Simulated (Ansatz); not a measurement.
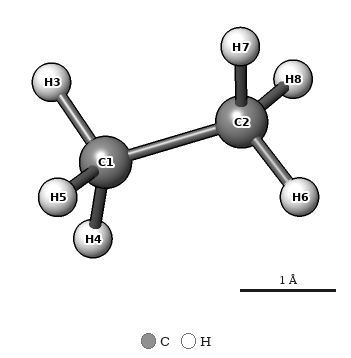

*The structure (ball-and-stick view, seen at a tilt; atoms are numbered from 1 in the order of the input).*

Bond lengths as drawn: C–C 1.53 Å and C–H 1.09 to 1.11 Å.

**Run report: C2H6, single-point calculation**

System: C2H6.
Method: RKS B3LYP-D4/def2-TZVPPD (Ansatz 0.2.0).

The geometry is one partner of a complex, in the basis of both. The input adds 1 ghost centres (basis functions without nuclei or electrons, not drawn) at the places of a partner molecule, so the energy is that in the basis of the pair. The geometry comes from this level: PBE0-D4/def2-TZVP.

Input file:
```yaml
crystal:
  periodic: [false, false, false]
  atoms:
    - {symbol: C, position_ang: [-0.720834, 0.220494, 0.336471]}
    - {symbol: C, position_ang: [0.717370, -0.238805, 0.088287]}
    - {symbol: H, position_ang: [-0.734063, 1.126805, 0.941115]}
    - {symbol: H, position_ang: [-1.337056, 0.465129, -0.550954]}
    - {symbol: H, position_ang: [-1.283818, -0.550648, 0.861377]}
    - {symbol: H, position_ang: [0.797966, -1.193392, -0.457531]}
    - {symbol: H, position_ang: [1.206017, -0.443761, 1.039987]}
    - {symbol: H, position_ang: [1.360789, 0.526196, -0.376763]}
basis:
  gaussian:
    orbitals: "def2-TZVPPD.json"
    ghost_atoms:
      - {symbol: Li, position_ang: [-0.006269, 0.087884, -1.881888]}
hamiltonian: {xc: {name: B3LYP}, dispersion: d4}
```

Run as:
```bash
ansatz run in.yaml --threads 2 --pin off --events-out ev --progress --plain --max-ram 5222MiB
```

Log:
```
Functional definition: B3LYP
  name "B3LYP"
  cite "Stephens, Devlin, Chabalowski & Frisch, J. Phys. Chem. 98, 11623 (1994) doi:10.1021/j100096a001"
  cite "Becke, Phys. Rev. A 38, 3098 (1988) doi:10.1103/PhysRevA.38.3098"
  cite "Lee, Yang & Parr, Phys. Rev. B 37, 785 (1988) doi:10.1103/PhysRevB.37.785"
  cite "Vosko, Wilk & Nusair, Can. J. Phys. 58, 1200 (1980) doi:10.1139/p80-159"
  parameter a0 = 0.2
  parameter ax = 0.72
  parameter ac = 0.81
  exchange = (1 - a0 - ax)*slater_x + ax*b88_x + a0*exact_x
  correlation = (1 - ac)*vwn_rpa_c + ac*lyp_c
808 factors; their error is unknown
mean field evaluation 1: about -2165.1473 eV, gradient 5.9e1 eV
mean field evaluation 2: about -2159.2263 eV, gradient 7.3e1 eV
mean field evaluation 4: about -2173.2245 eV, gradient 8.3e-1 eV
mean field evaluation 8: about -2173.2045 eV, gradient 7.1e-2 eV
mean field -2173.20448943 eV, -79.8637919357 hartree, gradient 2.6e-5 eV, S^2 0.000000; 0 other end points of the search recorded, 0 dependent functions left out
reference -2173.20474162 eV, -79.8638012034 hartree; 9, 9 occupied and 189, 189 virtual orbitals, 808 factors
Total energy: -2173.32122867 eV, -79.8680820237 hartree
```

Summary:

- outcome: converged
- total energy: −2173.3212 eV
- mean-field energy: −2173.2047 eV
- dispersion energy: −0.1165 eV
- SCF solution under orbital rotations: stable
- hardware: 2 CPU threads, shared host
- wall time: 1.4 s (CPU time 2.7 s)
- peak memory: 0.36 GiB
